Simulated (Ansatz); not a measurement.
# HF (hydrogen fluoride): levels of theory compared

Wanted: a comparison of 6 runs (HF/cc-pVDZ, BHLYP/3-21G, BLYP/3-21G, wB97X/3-21G, HSE06/cc-pVDZ, UPBE/cc-pVDZ) of HF (hydrogen fluoride). 

Program for the calculation: Ansatz 0.2.0.

57 further runs of the same task are left out: 1 that didn't finish, 56 set aside as unsound or not needed.

**1. The structure to begin with**

HF has 2 atoms, charge 0, and is taken as a singlet. As SMILES, `F`. The H2–F1 distance was set to 2.300 Å, away from the relaxed value.

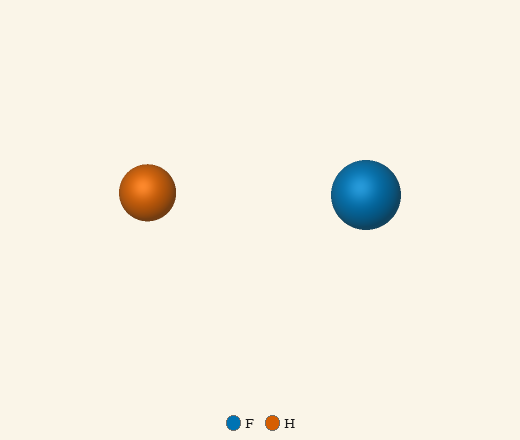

The structure, seen from a chosen angle (fluorine blue, hydrogen orange).

**2. A single-point energy at HF/cc-pVDZ (run 1)**

File in.yaml:

```yaml
crystal:
  periodic: [false, false, false]
  atoms:
    - {symbol: F, position_ang: [-1.559998, 0.578399, -0.785599]}
    - {symbol: H, position_ang: [0.390000, -0.144600, 0.196400]}
basis:
  gaussian:
    orbitals: cc-pVDZ
hamiltonian:
  xc: hf
accuracy: high
```

Launch:

```bash
$ ansatz run in.yaml --threads 1 --pin off --max-ram 2610MiB --events-out events.jsonl --progress --plain --runs-dir runs
```

Log:

```text
Warning: RAYON_NUM_THREADS=1 ignored (pool sized by the plan → 1); use --threads N
Functional definition: HF
  name "HF"
  exchange = exact_x
  correlation = 0
286 factors; integrals over basis functions are off by at most 2.1e-9 eV
mean field evaluation 1: about -2708.7663 eV, gradient 3.9e1 eV
mean field evaluation 2: about -2708.7663 eV, gradient 3.9e1 eV
mean field evaluation 4: about -2713.1473 eV, gradient 4.1e0 eV
mean field evaluation 8: about -2713.3116 eV, gradient 1.6e-1 eV
mean field evaluation 16: about -2704.6798 eV, gradient 5.9e1 eV
mean field -2713.31083061 eV, -99.7123338768 hartree, gradient 1.3e-8 eV, S^2 0.000000; 0 other end points of the search recorded, 0 dependent functions left out
reference -2713.31083061 eV, -99.7123338768 hartree; 5, 5 occupied and 14, 14 virtual orbitals, 286 factors
Total energy: -2713.31083061 eV, -99.7123338768 hartree
```

Wall time 0.06 s (1 thread of Arm Neoverse V2, shared host).

**3. A single-point energy at BHLYP/3-21G (run 2)**

File molecule.yaml:

```yaml
crystal:
  periodic: [false, false, false]
  atoms:
    - {symbol: F, position_ang: [-1.559998, 0.578399, -0.785599]}
    - {symbol: H, position_ang: [0.390000, -0.144600, 0.196400]}
basis:
  gaussian: {orbitals: 3-21G.json}
hamiltonian: {xc: {name: BHLYP}}
accuracy: high
```

The basis set 3-21G is read from a file made from the Basis Set Exchange's data (not shown).

Launch:

```bash
$ ansatz run molecule.yaml --threads 1 --pin off --max-ram 2610MiB --events-out events.jsonl --progress --plain --runs-dir runs
```

Log:

```text
Warning: RAYON_NUM_THREADS=1 ignored (pool sized by the plan → 1); use --threads N
Functional definition: BHLYP
  name "BHLYP"
  parameter a = 0.5
  exchange = (1 - a)*b88_x + a*exact_x
  correlation = lyp_c
144 factors; integrals over basis functions are off by at most 3.7e-9 eV
mean field evaluation 1: about -2702.6412 eV, gradient 4.5e1 eV
mean field evaluation 2: about -2686.2936 eV, gradient 9.4e1 eV
mean field evaluation 4: about -2708.8728 eV, gradient 1.8e1 eV
mean field evaluation 8: about -2709.6448 eV, gradient 9.4e-1 eV
mean field evaluation 16: about -2709.6472 eV, gradient 6.6e-6 eV
mean field -2709.64723667 eV, -99.5776992826 hartree, gradient 4.8e-8 eV, S^2 0.000000; 0 other end points of the search recorded, 0 dependent functions left out
reference -2709.64724678 eV, -99.5776996542 hartree; 5, 5 occupied and 6, 6 virtual orbitals, 144 factors
Total energy: -2709.64724678 eV, -99.5776996542 hartree
```

It took 0.2 s on 1 thread of Arm Neoverse V2, shared host.

**4. A single-point energy at BLYP/3-21G (run 3)**

Changes to molecule.yaml since step 3:

```diff
@@ -6,4 +6,7 @@
 basis:
-  gaussian: {orbitals: 3-21G.json}
-hamiltonian: {xc: {name: BHLYP}}
+  gaussian:
+    orbitals: 3-21G.json
+total_charge: 0
 accuracy: high
+hamiltonian:
+  xc: {name: BLYP}
```

The basis set 3-21G is read from a file made from the Basis Set Exchange's data (not shown).

Launch:

```bash
$ ansatz run molecule.yaml --threads 1 --pin off --max-ram 2610MiB --events-out events.jsonl --progress --plain --runs-dir runs
```

Log:

```text
Warning: RAYON_NUM_THREADS=1 ignored (pool sized by the plan → 1); use --threads N
Functional definition: BLYP
  name "BLYP"
  parameter beta = 0.0042
  parameter a = 0.04918
  parameter b = 0.132
  parameter c = 0.2533
  parameter d = 0.349
  exchange = b88_x(beta = beta)
  correlation = lyp_c(a = a, b = b, c = c, d = d)
144 factors; integrals over basis functions are off by at most 3.7e-9 eV
mean field evaluation 1: about -2703.0780 eV, gradient 5.2e1 eV
mean field evaluation 2: about -2678.4824 eV, gradient 1.1e2 eV
mean field evaluation 4: about -2705.3917 eV, gradient 4.0e1 eV
mean field evaluation 8: about -2709.1200 eV, gradient 2.8e1 eV
mean field evaluation 16: about -2711.6496 eV, gradient 6.5e-9 eV
mean field -2711.64956343 eV, -99.6512834339 hartree, gradient 2.6e-8 eV, S^2 0.000000; 0 other end points of the search recorded, 0 dependent functions left out
reference -2711.64958346 eV, -99.6512841702 hartree; 5, 5 occupied and 6, 6 virtual orbitals, 144 factors
Total energy: -2711.64958346 eV, -99.6512841702 hartree
```

Wall time 0.22 s (1 thread of Arm Neoverse V2, shared host).

Runs 4 to 5 aren't shown in full; the table further down has their settings and results.

**5. A single-point energy at UPBE/cc-pVDZ (run 6)**

Changes to in.yaml since step 2:

```diff
@@ -6,6 +6,5 @@
 basis:
-  gaussian:
-    orbitals: cc-pVDZ
-hamiltonian:
-  xc: hf
+  gaussian: {orbitals: cc-pVDZ}
 accuracy: high
+hamiltonian: {xc: pbe}
+magnetization: {spin_polarized: true}
```

Launch:

```bash
$ ansatz run in.yaml --threads 1 --pin off --max-ram 2610MiB --events-out events.jsonl --progress --plain --runs-dir runs
```

Log:

```text
Warning: RAYON_NUM_THREADS=1 ignored (pool sized by the plan → 1); use --threads N
Functional definition: PBE
  name "PBE"
  parameter kappa = 0.804
  parameter beta = 0.06672455060314922
  exchange = pbe_x(kappa = kappa, mu = beta*pi^2/3)
  correlation = pbe_c(beta = beta)
286 factors; integrals over basis functions are off by at most 2.1e-9 eV
mean field evaluation 1: about -2716.3390 eV, gradient 3.6e1 eV
mean field evaluation 2: about -2676.4995 eV, gradient 9.6e1 eV
mean field evaluation 4: about -2719.2277 eV, gradient 2.5e1 eV
mean field evaluation 8: about -2723.1518 eV, gradient 1.4e1 eV
mean field evaluation 16: about -2724.3865 eV, gradient 3.9e-6 eV
mean field evaluation 32: about -2725.0348 eV, gradient 2.0e-8 eV
mean field evaluation 64: about -2724.2335 eV, gradient 8.8e0 eV
mean field -2725.03477876 eV, -100.1431810245 hartree, gradient 1.9e-8 eV, S^2 0.731331; 8 other end points of the search recorded, 0 dependent functions left out
reference -2725.03478058 eV, -100.1431810915 hartree; 5, 5 occupied and 14, 14 virtual orbitals, 286 factors
Total energy: -2725.03478058 eV, -100.1431810915 hartree
```

Wall time 1.6 s (1 thread of Arm Neoverse V2, shared host).

**6. The series**

| run | level | energy (Eh) | wall time |
| --- | --- | --- | --- |
| 1 | HF/cc-pVDZ | -99.712334 | 0.06 s |
| 2 | BHLYP/3-21G | -99.577700 | 0.2 s |
| 3 | BLYP/3-21G | -99.651284 | 0.22 s |
| 4 | wB97X/3-21G | -99.604511 | 0.88 s |
| 5 | HSE06/cc-pVDZ | -100.091623 | 0.38 s |
| 6 | UPBE/cc-pVDZ | -100.143181 | 1.6 s |

**7. What came out**

| quantity | value |
| --- | --- |
| run 6: total energy | -100.14318 Eh |
| run 6: ⟨S²⟩ | 0.731 |

**Reading.** Totals of different functionals can't be ranked against each other. In runs 1, 2, 3, 4, 5 a closed-shell determinant meets a far-stretched bond, which it describes badly. Spin contamination of the reference: run 6 ⟨S²⟩ = 0.73. Where it is this large, the reference is a mixture of spin states, and values that rest on it are in doubt. All runs together took 3.3 s, the longest 1.6 s.
